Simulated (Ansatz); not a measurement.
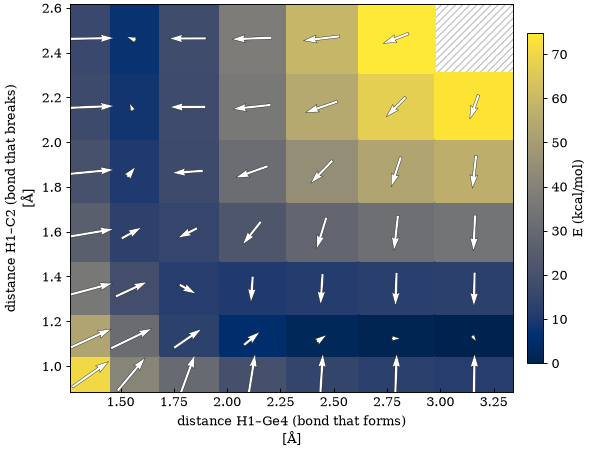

Energy landscape of the reacting system CH₅GeO (fragments CH₂O + GeH₃ where the first distance is long, GeH₄ + CHO where the second is long), spin multiplicity 2. Coordinates scanned: (1) distance H1–Ge4 (bond that forms); (2) distance H1–C2 (bond that breaks). Relaxed at each point: all other coordinates. Grid: 7 × 7 points. At 1 point there is no value. Points are written as (first, second). Energies: kcal/mol, counted from the lowest grid point. Energies and slopes of some neighbouring points disagree (a jump in structure or state, or too coarse a mesh). Method: UKS PBE0-D4/def2-SVP (Ansatz).

In the figure: one coloured cell a grid point, arrows along the force (downhill), their lengths compressed, hatched blanks where no value was computed. 

Question: Where are the lowest and the highest points?

Answer: The lowest grid point is at (3.159 Å, 1.123 Å). It lies in a valley that leaves the map towards separated partners. The energy also falls towards the edge at (1.551 Å, 2.463 Å) (7.5 kcal/mol above the lowest), where a further well may lie outside the range. The highest grid point, (2.792 Å, 2.463 Å), lies 74.7 kcal/mol above the lowest.

The input of one point:

```yaml
crystal:
  periodic: [false, false, false]
  atoms:
    - { symbol: H, position_ang: [-0.568934, -1.285011, -0.833022] }
    - { symbol: C, position_ang: [-1.339431, -0.547298, -1.18408] }
    - { symbol: O, position_ang: [-1.472599, 0.613569, -0.922372] }
    - { symbol: Ge, position_ang: [1.291399, 0.386775, 1.096635] }
    - { symbol: H, position_ang: [-2.001436, -1.135265, -1.867236] }
    - { symbol: H, position_ang: [2.533007, -0.0686, 1.893888] }
    - { symbol: H, position_ang: [1.536257, 1.334236, -0.091215] }
    - { symbol: H, position_ang: [0.021636, 0.701694, 1.907302] }
magnetization:
  spin_polarized: true
  initial_magnetization: 1
basis:
  gaussian: { orbitals: def2-SVP }
hamiltonian:
  xc: pbe0
  dispersion: d4
output:
  forces: true
relax:
  f_tol: 0.02
  max_steps: 50
  escape_saddle: false
  constraints: [{ distance: [0, 3] }, { distance: [0, 1] }]
```

Time for the 48 points that were run: 39 min on 1 thread of Arm Neoverse V2, on a shared host.
